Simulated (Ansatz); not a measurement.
## Electronic structure of CH3Al···SiH4 in real space

Input

```
crystal:
  periodic: [false, false, false]
  atoms:
    - {symbol: Al, position_ang: [-1.094597, -1.246158, -0.822650]}
    - {symbol: Si, position_ang: [1.004259, 1.363894, -1.021094]}
    - {symbol: H, position_ang: [1.432582, 0.001605, -0.596877]}
    - {symbol: C, position_ang: [-0.987490, -1.359787, 1.164782]}
    - {symbol: H, position_ang: [-0.385083, 1.579049, -0.532141]}
    - {symbol: H, position_ang: [1.906442, 2.372774, -0.405032]}
    - {symbol: H, position_ang: [1.045101, 1.469084, -2.497793]}
    - {symbol: H, position_ang: [-1.219193, -0.408170, 1.658894]}
    - {symbol: H, position_ang: [0.004994, -1.672192, 1.513066]}
    - {symbol: H, position_ang: [-1.706914, -2.099998, 1.538843]}
basis:
  gaussian: {orbitals: def2-TZVPP}
hamiltonian: {xc: pbe0, dispersion: d4}
output: {orbitals: {seedname: orbitals}}
```

Launched as:

```sh
ansatz run in.yaml --threads 2 --pin off --events-out ev --progress --plain --max-ram 4352MiB
```

The product side of a reaction path; geometry: PBE0-D4/def2-TZVP.

The calculation used RKS PBE0-D4/def2-TZVPP in Ansatz.

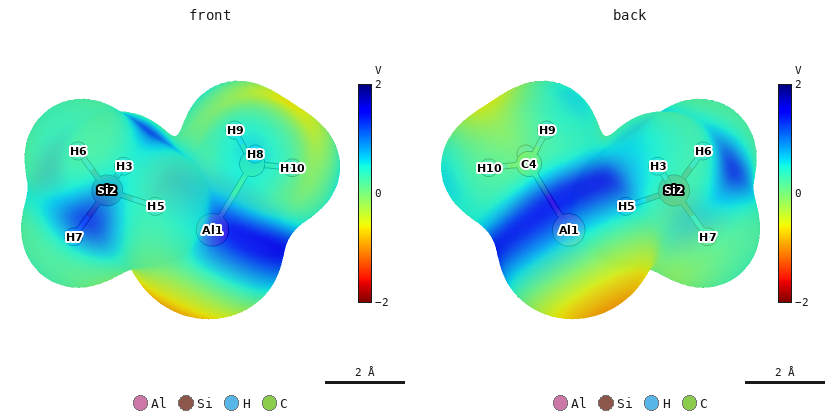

Figure 1. The molecular electrostatic potential painted on the density surface at 0.002 e/bohr³, seen from the front and from behind; red is negative and blue positive.

Q: Where is the surface potential most negative and most positive?

A: The most negative region (about −0.9 V, or −21 kcal/mol for a unit charge) lies over H7, the most positive (about +1.5 V, or +35 kcal/mol for a unit charge) over Al1.

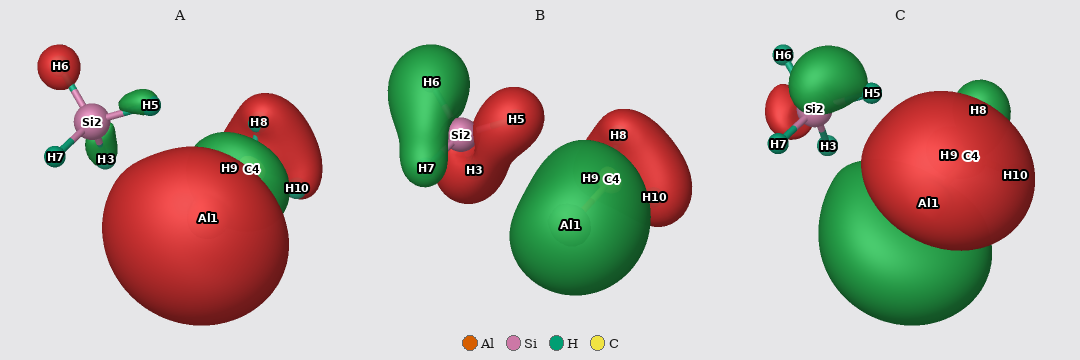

Figure 2. Three frontier orbitals at ±0.06 Å⁻³ᐟ² (green and red are the two phases), in no order.

Q: Which picture is the HOMO−1, the HOMO and the LUMO?

A: B is the HOMO−1 (−9.27 eV). It lies mainly on Al1 (about 35 %), C4 (about 35 %) and Si2 (about 10 %). A is the HOMO (−5.47 eV). By Hirshfeld shares it lies mainly on Al1 (about 70 %) and C4 (about 20 %). C is the LUMO (−1.29 eV). Its weight (Hirshfeld) is mainly on Al1 (about 80 %).

Q: What is the HOMO–LUMO gap?

A: 4.18 eV between the orbital energies.

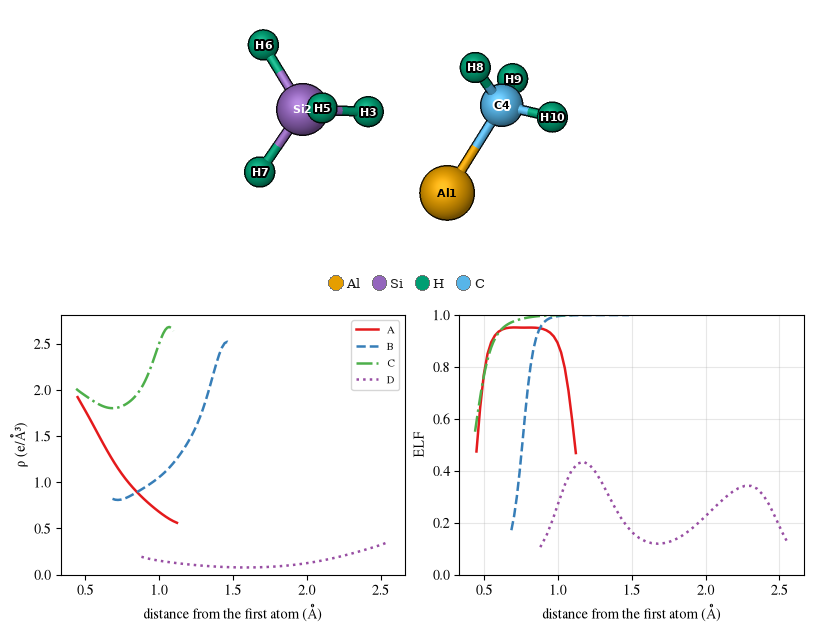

Figure 3. Electron density and ELF along straight lines between neighbouring atoms. The curves leave out the atomic cores. The structure is drawn too.

Q: Which curve belongs to which contact (Al–Si, C–Al, C–H and Si–H)? The first atom named is at distance zero.

A: Curve A: C–Al (1.99 Å): ρ at the midpoint is about 0.68 e/Å³; the ELF peaks at about 0.95 in the valence shell of C, 0.7 Å from its nucleus, and is about 0.90 at the midpoint. Curve B: Si–H (1.48 Å): ρ is about 0.81 e/Å³ halfway; the ELF climbs to about 1 towards the hydrogen, as it does in any bond to H. Curve C: C–H (1.10 Å): ρ is about 1.9 e/Å³ halfway; the ELF climbs to about 1 towards the hydrogen: a covalent bond by its length. Curve D: Al1···Si2 (3.36 Å): the density falls to about 0.08 e/Å³ on the way; the ELF is about 0.10 at the midpoint.
